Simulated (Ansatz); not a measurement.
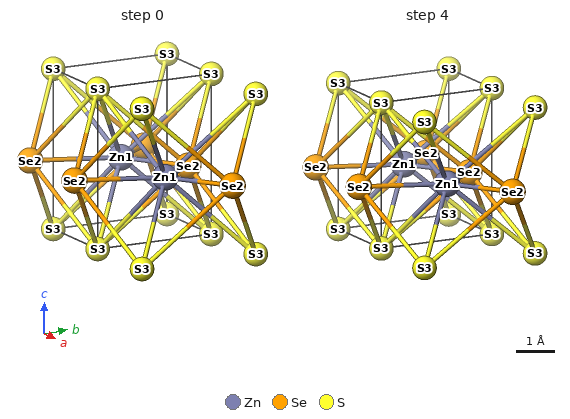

The structure of crystalline ZnSeS (a generated structure, set up in P-6m2) (coarse preliminary run) before (left) and after (right) a relaxation, at one scale.

Style: ball-and-stick. Shown: the cell of the calculation, repeated 2 × 1 × 1 with one cell outlined, slightly off an axis.

These are results of DFT PBE, scalar-relativistic, plane waves, PAW in Ansatz 0.2.0, not measurements. Settings: plane-wave cutoff 420 eV; k-point mesh 6 × 6 × 4; occupations gaussian; smearing width 0.1 eV; no spin polarisation; cell and atoms relaxed; force threshold 0.04 eV/Å; at most 70 steps.

**Describe what moved and what it gained.**

The atoms keep their places relative to the cell (all moves are under 0.005 Å). The drawn cell changes as follows: a = b 4.342 → 4.220 Å (−2.8 %), c 4.299 → 3.915 Å (−8.9 %); the volume changes by −14.0 %. Among the contacts that change: Zn1–S3 3.302 → 3.125 Å, Se2–S3 3.302 → 3.125 Å, Zn1–Se2 2.507 → 2.437 Å. The space group stays P-6m2 (No. 187). After 3 accepted moves (4 points after the start) the energy has fallen by 58.1 meV per atom. All forces vanish by symmetry, so only the cell relaxes. The pressure goes from −5.44 to 0.07 GPa. The SCF was repeated once at an unchanged geometry on a basis and grid sized afresh for the cell, which shifted the energy by 0.6 meV per atom at most. The run took 14 s on 1 thread of Intel(R) Xeon(R) Gold 6455B (Sapphire Rapids) (shared host), peak memory 0.41 GiB.
